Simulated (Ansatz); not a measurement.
# Calculations on C2H5ClSi

Part 1: Relaxation

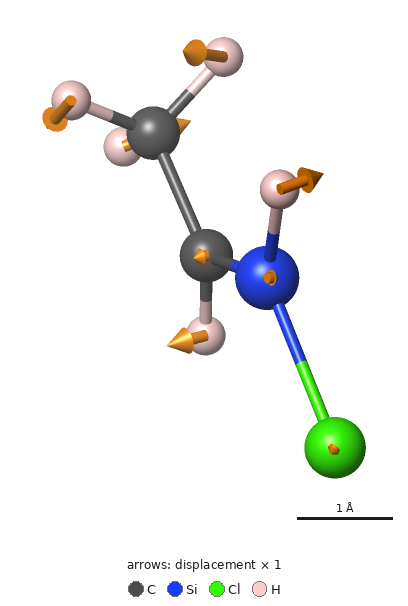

This is a relaxation of C2H5ClSi. The starting structure is drawn; orange arrows show the displacements, at their true length. The two geometries are superimposed by the best rigid fit.

A ball-and-stick model, seen from a free direction.

The run prepares an end point of a later path (torsion) calculation, from a guessed geometry.

These are results of RKS PBE-D4/def2-SVP in Ansatz, not measurements. (no spin polarisation; force threshold 0.015 eV/Å; at most 40 steps)

Which element moves most?

Hydrogen: up to 0.77 Å, against 0.16 Å for carbon.

What did the optimiser do to the structure, and how much energy did it gain?

After 13 accepted moves (15 points after the start) the energy has fallen by 0.218 eV. Largest force component: 1.3 eV/Å at the start, 0.004 eV/Å at the end. The line search rejected the trial steps at points 6, 11 of the run. An H atom moves most after the best rigid fit: 0.77 Å. Largest moves by element: H 0.77 Å, C 0.16 Å, Si 0.14 Å, Cl 0.09 Å. Near-neighbour distances that change, for instance: Cl–Si 2.020 → 2.067 Å, H–Si 1.448 → 1.492 Å, C–Si 1.753 → 1.722 Å, C–H 1.086 → 1.113 Å. Bond angles that change, for instance: C–Si–H 130.5° → 125.7°, Cl–Si–H 107.9° → 111.6°. Groups turn about C–C by about 60°.

Part 2: Relaxation

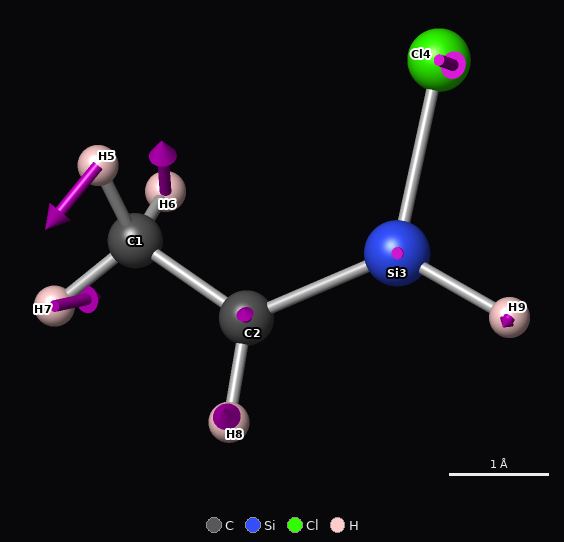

A relaxation of C2H5ClSi. The starting structure is drawn; purple arrows show the displacements, at their true length. The two geometries are superimposed by the best rigid fit.

A ball-and-stick model, seen at a tilt.

The run prepares an end point of a later path (torsion) calculation, from a guessed geometry.

Method: RKS PBE-D4/def2-SVP in Ansatz 0.2.0. (no spin polarisation; force threshold 0.015 eV/Å; at most 40 steps)

> Atoms of which element are displaced furthest, and by how much?

Hydrogen: up to 0.85 Å, against 0.57 Å for chlorine.

> What happened in the run?

The energy falls by 20.0 kJ/mol in 12 accepted moves (15 points after the start). The largest force component goes from 1.3 to 0.0052 eV/Å. The line search rejected the trial steps at points 6, 11, 14 of the run. H5 moves most after the best rigid fit: 0.85 Å. By element the largest moves are H 0.85 Å, Cl 0.57 Å, C 0.16 Å, Si 0.08 Å. Some distances before and after: Si3–Cl4 2.020 → 2.069 Å, Si3–H9 1.448 → 1.490 Å, C2–Si3 1.753 → 1.721 Å, C2–H8 1.082 → 1.107 Å. Among the angles between lasting bonds that change: C2–Si3–H9 130.5° → 125.4°, Si3–C2–H8 118.7° → 113.7°, Cl4–Si3–H9 107.9° → 112.0°. Groups turn about C1–C2 by about 60°.

Part 3: Path

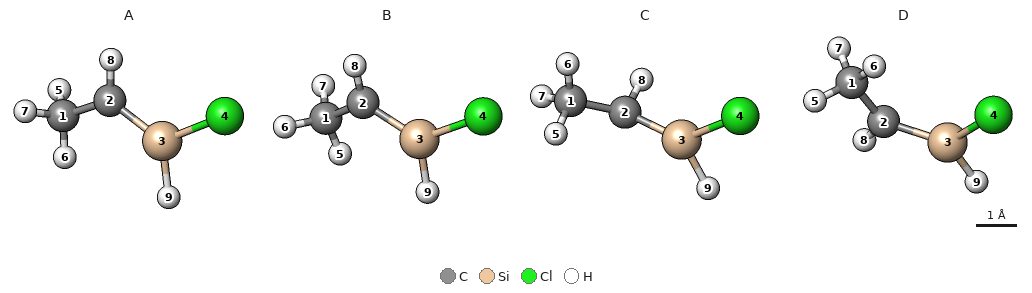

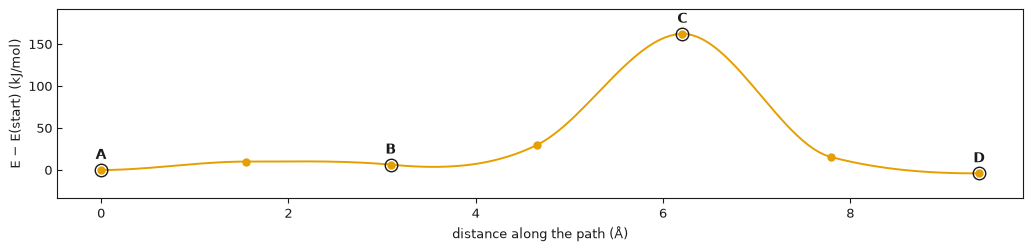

A nudged-elastic-band calculation for C₂H₅ClSi. Images are numbered from 0 (start) to 6 (end). Frames A to D are images 0, 2, 4, 6. Style: ball-and-stick. Shown from a free direction.

The calculation used Ansatz 0.2.0, RKS PBE-D4/def2-SVP. Set-up: 5 movable images; climbing image; force threshold 0.05 eV/Å; iteration limit 59; starting path through a guess of the saddle point.

What happens along the path, and what is the barrier?

The path has more than one stage, and so few images may leave a stage unresolved. No bond forms or breaks between the ends. Among the angles between lasting bonds that change up to the highest image: Si3–C2–H8 116.8° → 101.6°, C2–Si3–Cl4 122.7° → 136.1°. The highest point, image 4, lies 162.2 kJ/mol above the start and 166.2 kJ/mol above the end; the end is at −4.0 kJ/mol relative to the start. The band converged in 21 iterations. The largest component of the band force went from 20 to 0.043 eV/Å. The climbing image converged on the top of the path. Its vibrational analysis gives one imaginary mode (880i cm⁻¹), as a transition state must have.

The run took 4.9 min on 1 thread of Arm Neoverse V2, on a shared host, peak memory 0.18 GiB.
